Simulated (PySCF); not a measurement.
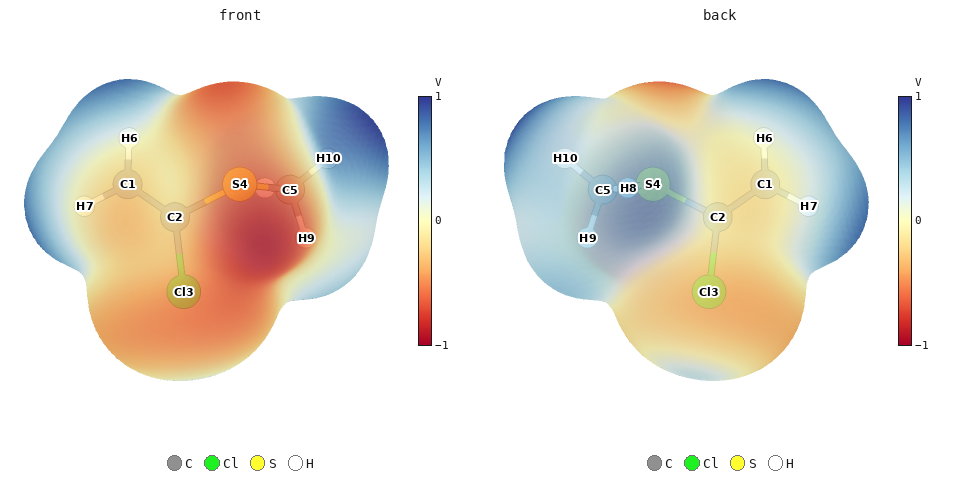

Figure. C₃H₅ClS (SMILES C=C(Cl)SC). The electrostatic potential painted on the density surface at 0.001 e/bohr³, seen from the front and from behind; red is negative and blue positive.

Geometry: GFN2-xTB, MD frame at 250 fs, 400 K.

The calculation used PBE0/pcSseg-1, SCF density, gas phase, non-relativistic in PySCF 2.14.0.

```yaml
atoms:
  - { symbol: C, position_ang: [-2.0218, 0.1703, 0.0805] }
  - { symbol: C, position_ang: [-0.8218, -0.2584, 0.4063] }
  - { symbol: Cl, position_ang: [-0.2945, -1.8926, 0.4302] }
  - { symbol: S, position_ang: [0.4642, 0.8948, 0.7878] }
  - { symbol: C, position_ang: [1.5406, 0.6670, -0.5789] }
  - { symbol: H, position_ang: [-2.1994, 1.2139, 0.0419] }
  - { symbol: H, position_ang: [-2.8722, -0.5450, 0.0436] }
  - { symbol: H, position_ang: [0.9505, 0.3691, -1.4158] }
  - { symbol: H, position_ang: [2.0994, -0.3150, -0.4472] }
  - { symbol: H, position_ang: [2.2274, 1.5493, -0.5928] }
```

Q: Which sites attract a positive test charge, and which a negative one?

A: A positive charge is drawn to the negative regions and a negative charge to the positive ones. The most negative region (about −0.9 V) lies over S4, the most positive (about +0.9 V) over H10. Cl3 shows a σ-hole: about +0.3 V at the tip opposite its bond, against about −0.3 V on its flanks.
